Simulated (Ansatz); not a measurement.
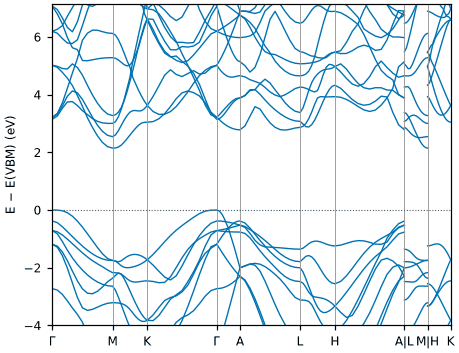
Fig. 1. Band structure from PBE in the plane-wave PAW code Ansatz

**Question.** Read off the gap and where the band edges lie.

**Answer.** About 2.1 eV (2.15 eV by a search for the band edges); maximum at Γ, minimum at M.

The material is BeSe in space group P6_222 (No. 180; Be on 3d, Se on 3c).

A made-up cell: these elements were put on the sites of a structure type; neither database checked (COD, Materials Project) lists it. COD files the formula under space group No. 216, so this cell is another polymorph or a model. Whether it is the stable phase at ambient conditions was not checked. The PBE relaxation kept the symmetry of its start; whether a distortion lowers the energy is not shown. Scalar-relativistic: spin–orbit coupling is off unless named, which matters more the heavier the elements.

Potentials: the later of the program's two PAW sets.
